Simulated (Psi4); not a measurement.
# C2HClF2 (SMILES FC(F)=CCl): r2SCAN/6-31G(d) (spherical functions)

What is the energy change on altering one bond length of C2HClF2 at r2SCAN/6-31G* (spherical functions)? 

The results are computed with Psi4 1.11.

## 1. The structure to begin with

The species is C2HClF2 (6 atoms), meant as a singlet with charge 0. As SMILES, `FC(F)=CCl`. The coordinates come from a PBE0-D4/def2-TZVP relaxation.

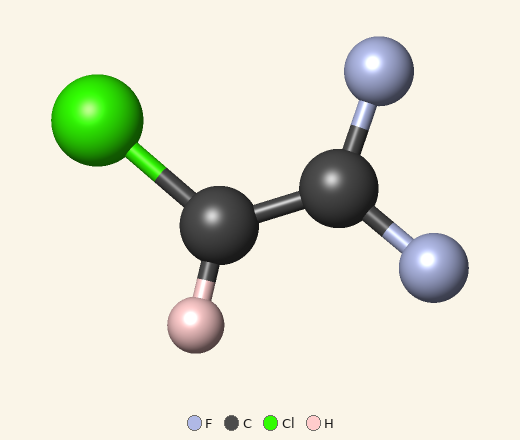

Viewed from a chosen angle; fluorine light blue, carbon dark grey, chlorine green, hydrogen pink.

## 2. A single-point energy at r2SCAN/6-31G(d) (spherical functions)

Contents of c2hclf2.py:

```python
import psi4

psi4.set_memory(2200000000)
psi4.set_num_threads(1)
psi4.core.set_output_file('psi4.out', False)

molecule = psi4.geometry("""
0 1
F      1.70266214    -1.53139626     2.53608805
C      0.50578520    -1.06240403     0.41643895
F      0.36379118    -3.08520467    -0.98781654
C     -0.41264060     1.18442364    -0.16355580
Cl    -1.96344434     1.75069897    -2.93304392
H     -0.19615357     2.74388233     1.13188926
units bohr
symmetry c1
""")

psi4.set_options({
    'basis': '6-31G*',
    'puream': True,
    'e_convergence': 1e-09,
    'd_convergence': 1e-08,
    'scf_type': 'pk',
    'dft_radial_points': 99,
    'dft_spherical_points': 590,
})

e_tot, wfn = psi4.energy("R2SCAN", return_wfn=True)
psi4.oeprop(wfn, "WIBERG_LOWDIN_INDICES", "MAYER_INDICES", "QUADRUPOLE", title="R2SCAN")
print(f'R2SCAN energy: {e_tot:.10f} Eh')
for k, v in sorted(psi4.core.scalar_variables().items()):
    print(f'{k:45s} {v:18.10f}')
```

Run with:

```bash
$ python c2hclf2.py
```

psi4.out, shortened:

```text
[...]
  Running in c1 symmetry.
[...]
  Nuclear repulsion =  213.574873855641869
[...]
  Multiplicity = 1
[...]
  Nalpha       = 24
  Nbeta        = 24
[...]
    Number of basis functions: 76
[...]
   @RKS iter   1:  -736.34747831736331    4.65572e-02   6.67210e-03 DIIS/ADIIS
[...]
   @RKS iter  12:  -736.47308287180840   -7.16227e-12   4.81716e-09 DIIS
[...]
    Orbital Energies [Eh]
    ---------------------
    Doubly Occupied:
       1A   -101.206609     2A    -24.556879     3A    -24.555633
       4A    -10.228820     5A    -10.107898     6A     -9.383015
       7A     -7.129489     8A     -7.118346     9A     -7.118056
      10A     -1.268735    11A     -1.207910    12A     -0.857301
      13A     -0.731170    14A     -0.609012    15A     -0.557076
      16A     -0.506983    17A     -0.498308    18A     -0.434208
      19A     -0.414355    20A     -0.410969    21A     -0.389164
      22A     -0.344403    23A     -0.296978    24A     -0.226083
[...]
  @RKS Final Energy:  -736.47308287180840
   => Energetics <=
    Nuclear Repulsion Energy =            213.5748738556418687
    One-Electron Energy =               -1441.1678707554528955
    Two-Electron Energy =                 551.3960766721261280
    DFT Exchange-Correlation Energy =     -60.2761626441236231
    Empirical Dispersion Energy =           0.0000000000000000
    VV10 Nonlocal Energy =                  0.0000000000000000
    Total Energy =                       -736.4730828718084013
[...]
 Multipole Moments:
 ------------------------------------------------------------------------------------
     Multipole            Electronic (a.u.)      Nuclear  (a.u.)        Total (a.u.)
 ------------------------------------------------------------------------------------
 L = 1.  Multiply by 2.5417464519 to convert [e a0] to [Debye]
 Dipole X            :          0.6054694           -0.4645792            0.1408902
 Dipole Y            :         -2.4489026            2.5935583            0.1446557
 Dipole Z            :         -0.1543863            0.5147756            0.3603892
 Magnitude           :                                                    0.4131050
 L = 2.  Multiply by 1.3450342976 to convert [e a0^2] to [Debye ang]
 Quadrupole XX       :       -116.1795049           91.0884098          -25.0910950
 Quadrupole XY       :        101.5823106         -101.2205806            0.3617299
[...]
```

The script printed:

```text
R2SCAN energy: -736.4730828718 Eh
CURRENT ENERGY                                   -736.4730828718
CURRENT REFERENCE ENERGY                         -736.4730828718
DD SOLVATION ENERGY                                 0.0000000000
DFT FUNCTIONAL TOTAL ENERGY                      -736.4730828718
DFT TOTAL ENERGY                                 -736.4730828718
DFT VV10 ENERGY                                     0.0000000000
DFT XC ENERGY                                     -60.2761626441
GRID ELECTRONS ALPHA                               23.9999999661
GRID ELECTRONS BETA                                23.9999999661
GRID ELECTRONS TOTAL                               47.9999999322
NUCLEAR REPULSION ENERGY                          213.5748738556
ONE-ELECTRON ENERGY                             -1441.1678707555
PCM POLARIZATION ENERGY                             0.0000000000
PE ENERGY                                           0.0000000000
SCF ITERATION ENERGY                             -736.4730828718
SCF ITERATIONS                                     12.0000000000
SCF TOTAL ENERGY                                 -736.4730828718
TWO-ELECTRON ENERGY                               551.3960766721
XC GRID RADIAL POINTS                              99.0000000000
XC GRID SPHERICAL POINTS                          590.0000000000
XC GRID TOTAL POINTS                           328724.0000000000
```

Run time: 53 s. Hardware: 1 thread of Intel Xeon at 2.50GHz (Skylake/Cascade Lake), shared host; peak memory 1 GiB.

## 3. The distorted shape

Contents of c2hclf2.json:

```json
{
 "schema_name": "qcschema_input",
 "schema_version": 1,
 "molecule": {
  "schema_name": "qcschema_molecule",
  "schema_version": 2,
  "symbols": ["F", "C", "F", "C", "Cl", "H"],
  "geometry": [1.84041183, -1.86838545, 2.62307781, 0.64353489, -1.39939322, 0.50342871, 0.50154087, -3.42219386, -0.90082677, -0.4126406, 1.18442364, -0.1635558, -1.96344434, 1.75069897, -2.93304392, -0.19615357, 2.74388233, 1.13188926],
  "molecular_charge": 0,
  "molecular_multiplicity": 1,
  "fix_symmetry": "c1",
  "fix_com": true,
  "fix_orientation": true
 },
 "driver": "energy",
 "model": {
  "method": "r2scan",
  "basis": "6-31G*"
 },
 "keywords": {
  "puream": true,
  "e_convergence": 1e-09,
  "d_convergence": 1e-08,
  "scf_type": "pk",
  "dft_radial_points": 99,
  "dft_spherical_points": 590,
  "scf_properties": ["QUADRUPOLE", "DIPOLE", "MAYER_INDICES"]
 }
}
```

Run with:

```bash
$ psi4 --qcschema c2hclf2.json -n 1 --memory 2200MB
```

stdout, shortened:

```text
[...]
  Running in c1 symmetry.
[...]
  Nuclear repulsion =  206.006429634193523
[...]
  Multiplicity = 1
[...]
  Nalpha       = 24
  Nbeta        = 24
[...]
    Number of basis functions: 76
[...]
   @RKS iter   1:  -736.31661651421814   -1.30077e-01   6.56456e-03 ADIIS/DIIS
[...]
   @RKS iter  12:  -736.44530142462713   -1.54614e-11   6.10633e-09 DIIS
[...]
    Orbital Energies [Eh]
    ---------------------
    Doubly Occupied:
       1A   -101.208490     2A    -24.566631     3A    -24.564659
       4A    -10.249899     5A    -10.127746     6A     -9.384535
       7A     -7.130878     8A     -7.119979     9A     -7.119701
      10A     -1.274695    11A     -1.214311    12A     -0.847481
      13A     -0.696920    14A     -0.611547    15A     -0.556945
      16A     -0.507323    17A     -0.499241    18A     -0.432606
      19A     -0.420902    20A     -0.406730    21A     -0.397746
      22A     -0.340724    23A     -0.296666    24A     -0.205753
[...]
  @RKS Final Energy:  -736.44530142462713
   => Energetics <=
    Nuclear Repulsion Energy =            206.0064296341935233
    One-Electron Energy =               -1426.0035131125246153
    Two-Electron Energy =                 543.7035140631637660
    DFT Exchange-Correlation Energy =     -60.1517320094597139
    Empirical Dispersion Energy =           0.0000000000000000
    VV10 Nonlocal Energy =                  0.0000000000000000
    Total Energy =                       -736.4453014246271323
[...]
 Multipole Moments:
 ------------------------------------------------------------------------------------
     Multipole            Electronic (a.u.)      Nuclear  (a.u.)        Total (a.u.)
 ------------------------------------------------------------------------------------
 L = 1.  Multiply by 2.5417464519 to convert [e a0] to [Debye]
 Dipole X            :         11.2722136          -11.1117673            0.1604463
 Dipole Y            :         16.4636858          -16.3992665            0.0644193
 Dipole Z            :         31.5451313          -31.1903606            0.3547708
 Magnitude           :                                                    0.3946583
 L = 2.  Multiply by 1.3450342976 to convert [e a0^2] to [Debye ang]
 Quadrupole XX       :       -127.2507897          101.8297958          -25.4209939
 Quadrupole XY       :        113.8086597         -113.7045388            0.1041208
[...]
```

The result, in JSON:

```text
{
 "driver": "energy",
 "model": {
  "method": "r2scan",
  "basis": "6-31G*"
 },
 "success": true,
 "return_result": -736.4453014246271,
 "properties": {
  "calcinfo_nbasis": 76,
  "calcinfo_nmo": 76,
  "calcinfo_nalpha": 24,
  "calcinfo_nbeta": 24,
  "calcinfo_natom": 6,
  "nuclear_repulsion_energy": 206.00642963419352,
  "return_energy": -736.4453014246271,
  "scf_one_electron_energy": -1426.0035131125246,
  "scf_two_electron_energy": 543.7035140631638,
  "scf_xc_energy": -60.151732009459714,
  "scf_dipole_moment": [0.1604463093469235, 0.06441934003990113, 0.35477076414348474],
  "scf_total_energy": -736.4453014246271,
  "scf_iterations": 12
 }
}
```

It took 52 s on 1 thread of Intel Xeon at 2.50GHz (Skylake/Cascade Lake), shared host; peak memory 1 GiB.

## 4. Summary of results

At r2SCAN/6-31G* (spherical functions):

| quantity | value |
| --- | --- |
| first shape: total energy | -736.47308 Eh |
| first shape: dipole moment | 1.05 D |
| first shape: HOMO energy | -6.15 eV |
| first shape: LUMO energy | -0.24 eV |
| first shape: HOMO–LUMO gap | 5.92 eV |
| distorted shape: total energy | -736.44530 Eh |
| distorted shape: dipole moment | 1.00 D |
| distorted shape: HOMO energy | -5.60 eV |
| distorted shape: LUMO energy | -1.27 eV |
| distorted shape: HOMO–LUMO gap | 4.33 eV |
| energy change with the C2–C4 bond stretched from 1.321 to 1.519 Å | 0.756 eV |

With the C2–C4 bond stretched from 1.321 to 1.519 Å the energy rises by 0.76 eV (72.9 kJ/mol). The first shape isn't relaxed at this level, so the change isn't measured from a minimum.
